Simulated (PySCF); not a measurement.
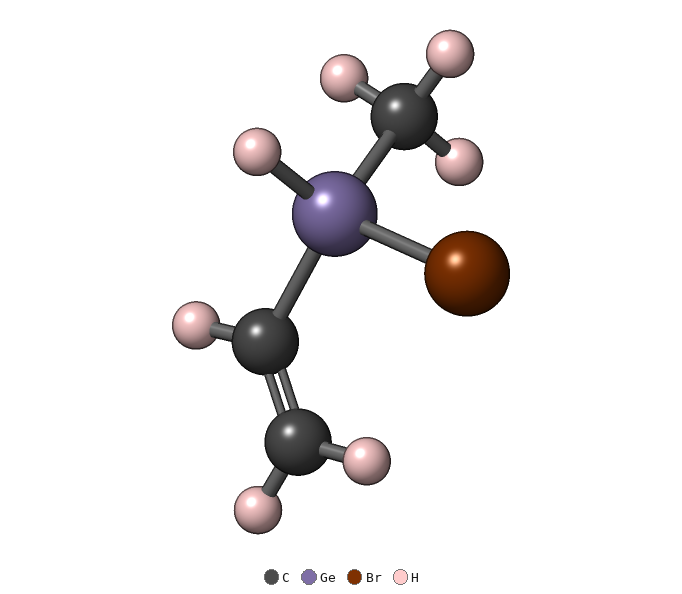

Figure made from data computed with PySCF.

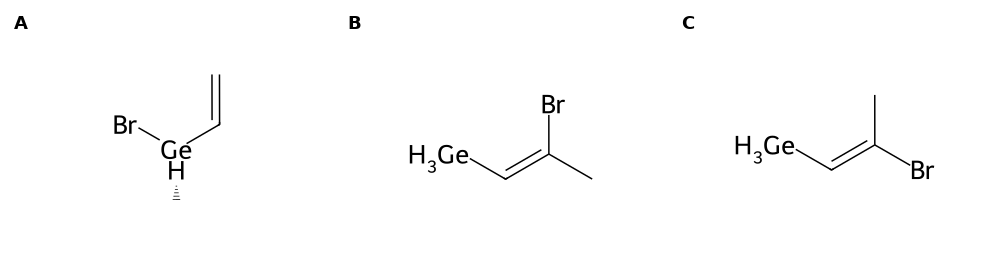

> The first picture shows one of the molecules drawn in the second. Which?

A, `C=[CH][Ge@H]([CH3])[Br]`.
